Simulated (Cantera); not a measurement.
Input: 1 mol Fe3O4, 450 mol H2, 16 mol N2, held at 0.900 Torr.

Method: chemical equilibrium by Gibbs-energy minimisation in Cantera with the NASA 1993 tables (ideal gas, pure condensed phases). Candidate condensed phases: Fe, FeO, Fe(OH)2, Fe(OH)3, Fe2O3, Fe3O4, H2O; 27 gas species. Rates play no part.

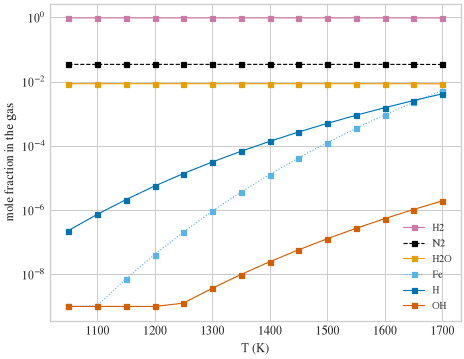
*Equilibrium gas composition (values under 1e-9 drawn at 1e-9)*

From 1050 K to 1150 K the condensed part is Fe(α). From 1200 K to 1650 K the condensed part is Fe(γ). At 1700 K the condensed part is Fe(δ).
